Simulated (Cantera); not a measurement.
A closed system holds: 1 mol Si, 0.56 mol HCl, 4.3 mol H2, at 0.520 bar.

Cantera equilibrium calculation (NASA polynomials, part measured and part estimated; ideal gas, pure solids and liquids). Candidate condensed phases: Si; 19 gas species. The tables' values for SiCl3 are old estimates; treat these amounts as uncertain. The numbers say what is thermodynamically allowed, not how fast it happens.

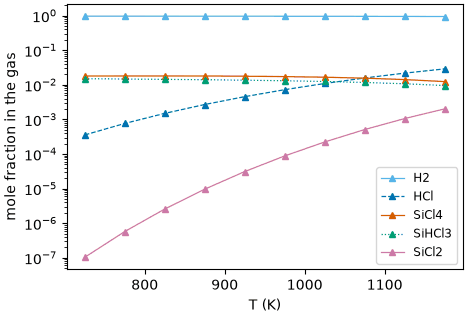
Equilibrium gas composition (values under 1e-9 drawn at 1e-9)

From 725 K to 1175 K the condensed part is Si(s). The main Si-bearing gas is SiCl4 throughout.
